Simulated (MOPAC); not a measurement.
**Frequency calculation, with input and output: CH₆GeOS (part 3 of 3)**

CH₆GeOS, SMILES C[O][GeH2][SH]; PM6-DH+, closed shell, dispersion DH+ (MOPAC 23.2.5). The geometry was optimised with PM6-DH+.

Geometry of the input (Å):
```
C  0.5308  1.1227  0.8965
O  0.6120  0.5705  -0.3979
Ge -0.4443  -0.7496  -1.0145
S  0.0226  -2.5613  0.2150
H  -0.4610  1.5521  1.0804
H  0.7769  0.3685  1.6553
H  1.2935  1.9172  0.8945
H  -1.8800  -0.4059  -0.7330
H  0.0967  -0.8598  -2.4117
H  1.3661  -2.6538  0.0681
```

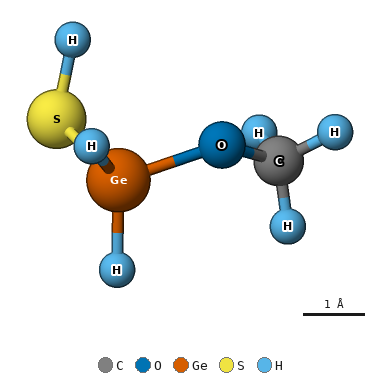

*The input geometry (ball-and-stick view, seen at a tilt). Sticks mark near contacts.*

## Output, continued
```
 VIBRATION          3    3A           ATOM PAIR      ENERGY CONTRIBUTION    RADIAL
 FREQUENCY           150.50         C  1 -- H  7         +23.0% (183.5%)      9.2%
 TRANSITION DIPOLE   0.5065         C  1 -- H  5         +21.1% (175.8%)      6.3%
 TRAVEL (Ang.)       0.4079         C  1 -- H  6         +18.8% (165.8%)      0.0%
 REDUCED MASS        2.6935         C  1 -- O  2         +12.5% (135.3%)      0.0%
 EFFECTIVE MASS     36.9378         O  2 -- Ge 3         +10.2% (122.5%)      0.6%
 FORCE CONSTANT      0.0359

 VIBRATION          4    4A           ATOM PAIR      ENERGY CONTRIBUTION    RADIAL
 FREQUENCY           175.61         C  1 -- O  2         +22.0% (147.6%)      0.1%
 TRANSITION DIPOLE   0.4495         C  1 -- H  5         +17.1% (130.1%)     94.1%
 TRAVEL (Ang.)       0.6056         C  1 -- Ge 3         +16.5% (127.7%)     33.6%
 REDUCED MASS        1.0471         C  1 -- H  6         +16.3% (127.1%)      0.1%
 EFFECTIVE MASS     21.0434         C  1 -- H  7         +13.8% (116.9%)     89.8%
 FORCE CONSTANT      0.0190

 VIBRATION          5    5A           ATOM PAIR      ENERGY CONTRIBUTION    RADIAL
 FREQUENCY           251.81         C  1 -- O  2         +21.4% (209.8%)      0.9%
 TRANSITION DIPOLE   0.4469         C  1 -- Ge 3         +18.9% (197.1%)     93.8%
 TRAVEL (Ang.)       0.2730         C  1 -- H  6         +17.7% (190.9%)      7.3%
 REDUCED MASS        3.5934         C  1 -- H  5         +16.4% (183.9%)      6.7%
 EFFECTIVE MASS     45.8909         C  1 -- H  7         +12.8% (162.6%)     55.2%
 FORCE CONSTANT      0.1342

 VIBRATION          6    6A           ATOM PAIR      ENERGY CONTRIBUTION    RADIAL
 FREQUENCY           402.47         Ge 3 -- S  4         +49.1% (103.0%)     99.9%
 TRANSITION DIPOLE   2.6687         S  4 -- H 10         +23.2% ( 70.8%)      4.7%
 TRAVEL (Ang.)       0.0888         Ge 3 -- H  9          +8.0% ( 41.7%)      8.0%
 REDUCED MASS       21.2290         C  1 -- Ge 3          +6.6% ( 37.9%)      0.1%
 EFFECTIVE MASS     44.5844
 FORCE CONSTANT      2.0260

 VIBRATION          7    7A           ATOM PAIR      ENERGY CONTRIBUTION    RADIAL
 FREQUENCY           445.40         Ge 3 -- H  8         +39.2% ( 95.4%)      3.4%
 TRANSITION DIPOLE   0.1595         Ge 3 -- H  9         +34.9% ( 90.1%)     11.4%
 TRAVEL (Ang.)       0.4818         C  1 -- Ge 3          +4.8% ( 33.4%)     56.8%
 REDUCED MASS        0.6523         S  4 -- H 10          +4.2% ( 31.2%)      9.3%
 EFFECTIVE MASS      5.1895
 FORCE CONSTANT      0.0762

 VIBRATION          8    8A           ATOM PAIR      ENERGY CONTRIBUTION    RADIAL
 FREQUENCY           551.89         O  2 -- Ge 3         +24.7% ( 98.4%)     99.1%
 TRANSITION DIPOLE   1.3323         C  1 -- O  2         +18.6% ( 85.3%)      3.4%
 TRAVEL (Ang.)       0.1381         C  1 -- Ge 3         +13.0% ( 71.2%)     99.7%
 REDUCED MASS        6.4059         C  1 -- H  7         +12.3% ( 69.4%)     62.1%
 EFFECTIVE MASS     22.9642         C  1 -- H  6         +10.1% ( 62.9%)      3.2%
 FORCE CONSTANT      1.1496         C  1 -- H  5         +10.1% ( 62.8%)      3.1%

 VIBRATION          9    9A           ATOM PAIR      ENERGY CONTRIBUTION    RADIAL
 FREQUENCY           588.70         Ge 3 -- H  9         +38.1% ( 71.4%)      0.7%
 TRANSITION DIPOLE   0.2962         Ge 3 -- H  8         +29.1% ( 62.4%)      9.6%
 TRAVEL (Ang.)       0.3742         O  2 -- Ge 3         +12.9% ( 41.6%)     62.3%
 REDUCED MASS        0.8181         C  1 -- O  2          +9.1% ( 35.0%)      1.9%
 EFFECTIVE MASS      5.2530
 FORCE CONSTANT      0.1670

 VIBRATION         10   10A           ATOM PAIR      ENERGY CONTRIBUTION    RADIAL
 FREQUENCY           676.35         Ge 3 -- H  9         +38.5% ( 64.1%)      0.0%
 TRANSITION DIPOLE   0.4334         S  4 -- H 10         +27.4% ( 54.1%)      0.4%
 TRAVEL (Ang.)       0.5041         Ge 3 -- H  8         +15.6% ( 40.9%)      3.2%
 REDUCED MASS        0.3923         C  1 -- Ge 3          +3.4% ( 19.0%)     70.5%
 EFFECTIVE MASS      2.2137
 FORCE CONSTANT      0.1057

 VIBRATION         11   11A           ATOM PAIR      ENERGY CONTRIBUTION    RADIAL
 FREQUENCY           724.23         S  4 -- H 10         +59.7% ( 73.5%)      1.9%
 TRANSITION DIPOLE   0.2690         Ge 3 -- H  8         +25.7% ( 48.2%)      1.5%
 TRAVEL (Ang.)       0.4558         Ge 3 -- H  9          +8.6% ( 27.8%)      0.8%
 REDUCED MASS        0.4482         Ge 3 -- S  4          +1.3% ( 11.0%)     11.5%
 EFFECTIVE MASS      1.8071
 FORCE CONSTANT      0.1385

 VIBRATION         12   12A           ATOM PAIR      ENERGY CONTRIBUTION    RADIAL
 FREQUENCY           769.31         Ge 3 -- H  8         +47.5% ( 57.4%)      0.2%
 TRANSITION DIPOLE   0.4013         Ge 3 -- H  9         +44.2% ( 55.4%)      0.7%
 TRAVEL (Ang.)       0.4386         S  4 -- H 10          +4.5% ( 17.7%)      6.6%
 REDUCED MASS        0.4556         C  1 -- Ge 3          +0.7% (  7.1%)      6.9%
 EFFECTIVE MASS      1.2241
 FORCE CONSTANT      0.1589

 VIBRATION         13   13A           ATOM PAIR      ENERGY CONTRIBUTION    RADIAL
 FREQUENCY          1097.01         C  1 -- H  6         +35.6% ( 76.0%)     12.7%
 TRANSITION DIPOLE   0.1195         C  1 -- H  5         +32.3% ( 72.3%)     13.1%
 TRAVEL (Ang.)       0.2997         C  1 -- H  7         +15.0% ( 49.3%)      0.1%
 REDUCED MASS        0.6844         C  1 -- O  2          +8.9% ( 37.9%)      0.3%
 EFFECTIVE MASS      3.0405
 FORCE CONSTANT      0.4852

 VIBRATION         14   14A           ATOM PAIR      ENERGY CONTRIBUTION    RADIAL
 FREQUENCY          1104.16         C  1 -- H  7         +41.8% ( 82.0%)     15.1%
 TRANSITION DIPOLE   0.3435         C  1 -- H  5         +21.1% ( 58.2%)      7.0%
 TRAVEL (Ang.)       0.2918         C  1 -- H  6         +18.3% ( 54.3%)      4.8%
 REDUCED MASS        0.7173         C  1 -- O  2          +9.8% ( 39.6%)      0.8%
 EFFECTIVE MASS      3.2685
 FORCE CONSTANT      0.5152

 VIBRATION         15   15A           ATOM PAIR      ENERGY CONTRIBUTION    RADIAL
 FREQUENCY          1173.00         C  1 -- O  2         +38.6% ( 99.7%)     98.9%
 TRANSITION DIPOLE   2.6225         C  1 -- Ge 3         +13.0% ( 57.8%)     72.3%
 TRAVEL (Ang.)       0.0919         C  1 -- H  7         +12.5% ( 56.7%)      7.1%
 REDUCED MASS        6.8080         C  1 -- H  5         +12.3% ( 56.3%)      8.1%
 EFFECTIVE MASS     13.8779         C  1 -- H  6         +12.1% ( 55.9%)     10.3%
 FORCE CONSTANT      5.5190         O  2 -- Ge 3         +11.5% ( 54.4%)     51.9%

 VIBRATION         16   16A           ATOM PAIR      ENERGY CONTRIBUTION    RADIAL
 FREQUENCY          1251.20         C  1 -- H  5         +43.4% ( 57.2%)      0.7%
 TRANSITION DIPOLE   0.3412         C  1 -- H  7         +35.9% ( 52.0%)      1.7%
 TRAVEL (Ang.)       0.3749         C  1 -- H  6         +14.5% ( 33.1%)     24.5%
 REDUCED MASS        0.3835         C  1 -- Ge 3          +3.1% ( 15.3%)      7.3%
 EFFECTIVE MASS      1.3636
 FORCE CONSTANT      0.3537

 VIBRATION         17   17A           ATOM PAIR      ENERGY CONTRIBUTION    RADIAL
 FREQUENCY          1252.42         C  1 -- H  6         +50.4% ( 62.0%)      0.0%
 TRANSITION DIPOLE   0.3060         C  1 -- H  7         +22.8% ( 41.7%)      7.1%
 TRAVEL (Ang.)       0.3693         C  1 -- H  5         +20.1% ( 39.1%)      9.2%
 REDUCED MASS        0.3948         C  1 -- Ge 3          +3.3% ( 16.0%)     15.5%
 EFFECTIVE MASS      1.3992
 FORCE CONSTANT      0.3649

 VIBRATION         18   18A           ATOM PAIR      ENERGY CONTRIBUTION    RADIAL
 FREQUENCY          1352.26         C  1 -- H  5         +33.2% ( 55.2%)      0.7%
 TRANSITION DIPOLE   0.1633         C  1 -- H  6         +31.9% ( 54.2%)      0.5%
 TRAVEL (Ang.)       0.3781         C  1 -- H  7         +26.8% ( 49.7%)      0.5%
 REDUCED MASS        0.3487         C  1 -- Ge 3          +4.1% ( 19.5%)     84.0%
 EFFECTIVE MASS      1.6886
 FORCE CONSTANT      0.3757

 VIBRATION         19   19A           ATOM PAIR      ENERGY CONTRIBUTION    RADIAL
 FREQUENCY          2308.37         Ge 3 -- H  8         +54.7% ( 75.1%)     99.7%
 TRANSITION DIPOLE   0.1354         Ge 3 -- H  9         +45.2% ( 68.3%)     99.6%
 TRAVEL (Ang.)       0.2382
 REDUCED MASS        0.5148
 EFFECTIVE MASS      1.3097
 FORCE CONSTANT      1.6161

 VIBRATION         20   20A           ATOM PAIR      ENERGY CONTRIBUTION    RADIAL
 FREQUENCY          2366.65         Ge 3 -- H  9         +55.0% ( 73.0%)     99.7%
 TRANSITION DIPOLE   0.1347         Ge 3 -- H  8         +44.9% ( 66.0%)     99.7%
 TRAVEL (Ang.)       0.2375
 REDUCED MASS        0.5053
 EFFECTIVE MASS      1.0836
 FORCE CONSTANT      1.6676

 VIBRATION         21   21A           ATOM PAIR      ENERGY CONTRIBUTION    RADIAL
 FREQUENCY          2666.22         C  1 -- H  6         +58.7% ( 79.3%)     99.1%
 TRANSITION DIPOLE   0.3851         C  1 -- H  5         +36.9% ( 62.9%)     96.1%
 TRAVEL (Ang.)       0.2225         C  1 -- H  7          +2.5% ( 16.4%)     34.3%
 REDUCED MASS        0.5108         C  1 -- Ge 3          +0.9% (  9.9%)      0.3%
 EFFECTIVE MASS      1.4687
 FORCE CONSTANT      2.1393

 VIBRATION         22   22A           ATOM PAIR      ENERGY CONTRIBUTION    RADIAL
 FREQUENCY          2672.69         C  1 -- H  7         +55.8% ( 77.2%)     99.5%
 TRANSITION DIPOLE   0.5077         C  1 -- H  5         +31.6% ( 58.1%)     93.9%
 TRAVEL (Ang.)       0.2371         C  1 -- H  6         +10.6% ( 33.6%)     76.5%
 REDUCED MASS        0.4490         C  1 -- Ge 3          +0.9% (  9.9%)     17.1%
 EFFECTIVE MASS      1.4579
 FORCE CONSTANT      1.8895

 VIBRATION         23   23A           ATOM PAIR      ENERGY CONTRIBUTION    RADIAL
 FREQUENCY          2678.96         S  4 -- H 10         +99.7% ( 99.9%)    100.0%
 TRANSITION DIPOLE   1.0038         C  1 -- H  5          +0.1% (  3.2%)     96.3%
 TRAVEL (Ang.)       0.1608
 REDUCED MASS        0.9732
 EFFECTIVE MASS      1.3085
 FORCE CONSTANT      4.1152

 VIBRATION         24   24A           ATOM PAIR      ENERGY CONTRIBUTION    RADIAL
 FREQUENCY          2749.32         C  1 -- H  7         +41.3% ( 61.9%)     97.1%
 TRANSITION DIPOLE   0.2763         C  1 -- H  5         +29.6% ( 52.3%)     95.9%
 TRAVEL (Ang.)       0.2701         C  1 -- H  6         +28.7% ( 51.6%)     95.7%
 REDUCED MASS        0.3361         C  1 -- Ge 3          +0.2% (  4.4%)     92.6%
 EFFECTIVE MASS      1.0982
 FORCE CONSTANT      1.4967

      SYMMETRY NUMBER FOR POINT-GROUP C1  =  1

          SYSTEM IS A GROUND STATE

 CH6GeOS, PM6-DH+

          MOLECULE IS NOT LINEAR

          THERE ARE 24 GENUINE VIBRATIONS IN THIS SYSTEM
          THIS THERMODYNAMICS CALCULATION IS LIMITED TO
          MOLECULES WHICH HAVE NO INTERNAL ROTATIONS

                    CALCULATED THERMODYNAMIC PROPERTIES
                                          *
   TEMP. (K)   PARTITION FUNCTION   H.O.F.    ENTHALPY  HEAT CAPACITY ENTROPY
                                   KCAL/MOL   CAL/MOLE    CAL/K/MOL  CAL/K/MOL

 298.00  VIB.     0.6805D+02                  2875.7639    18.0916    18.0368
         ROT.     0.1836D+06                   888.2803     2.9808    27.0664
         INT.     0.1249D+08                  3764.0442    21.0724    45.1032
         TRA.     0.1579D+28                  1480.4672     4.9680    40.6911
         TOT.                      -49.923    5244.5114    26.0404    85.7943

 298.00  VIB.     0.6805D+02                  2875.7639    18.0916    18.0368
         ROT.     0.1836D+06                   888.2803     2.9808    27.0664
         INT.     0.1249D+08                  3764.0442    21.0724    45.1032
         TRA.     0.1579D+28                  1480.4672     4.9680    40.6911
         TOT.                      -49.923    5244.5114    26.0404    85.7943

 398.00  VIB.     0.3352D+03                  4905.3434    22.3529    23.8798
         ROT.     0.2833D+06                  1186.3609     2.9808    27.9289
         INT.     0.9496D+08                  6091.7044    25.3337    51.8088
         TRA.     0.2438D+28                  1977.2682     4.9680    42.1286
         TOT.                      -47.099    8068.9726    30.3017    93.9374

   *: NOTE: HEATS OF FORMATION ARE RELATIVE TO THE
            ELEMENTS IN THEIR STANDARD STATE AT 298K
              (=  Standard Enthalpy of Formation).

            Hvib:  Zero-point energy is not included.
                   frequencies of less than zero cm-1 are not included.
            Hrot = (3/2)RT
            Htra = (3/2)RT + pV = (5/2)RT

            Heat capacity is Cp, not Cv

           FORCE CONSTANT IN CARTESIAN COORDINATES (Millidynes/A)

    ATOM   CHEMICAL       X               Y               Z
   NUMBER   SYMBOL  FORCE CONSTANT  FORCE CONSTANT  FORCE CONSTANT

      1       C        6.796729        6.238190        6.098382
      2       O        7.190161        2.679236        0.655399
      3      Ge        4.568748        4.370343        3.412849
      4       S        0.359441        3.061670        3.503258
      5       H        1.267307        1.325201        2.775155
      6       H        1.251856        1.121762        2.990834
      7       H        1.025075        3.811902        0.528714
      8       H        0.528974        1.378972        1.754806
      9       H        2.686492        0.765362        0.225933
     10       H        0.167947        2.236202        2.021152

 *                    *
 * JOB ENDED NORMALLY *
 *                    *

 TOTAL JOB TIME:             0.20 SECONDS

 == MOPAC DONE ==
```

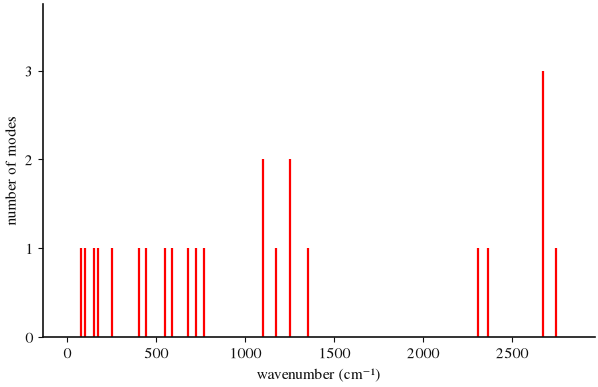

*Harmonic vibrational wavenumbers from the force constants; neighbouring modes closer than 12 cm⁻¹ are counted in one stick.*

24 modes from 77 to 2749 cm⁻¹, none imaginary.

## Key numbers

```json
{"quantity": "outcome", "value": "converged"}
{"quantity": "heat of formation", "value": "−49.92 kcal/mol"}
{"quantity": "basis functions", "value": "27"}
{"quantity": "zero-point energy", "value": "0.062846 hartree"}
{"quantity": "wavenumbers, lowest and highest", "value": "77 and 2749 cm⁻¹"}
{"quantity": "peak memory", "value": "0.092 GiB"}
```

MOPAC's energies along a path are heats of formation.
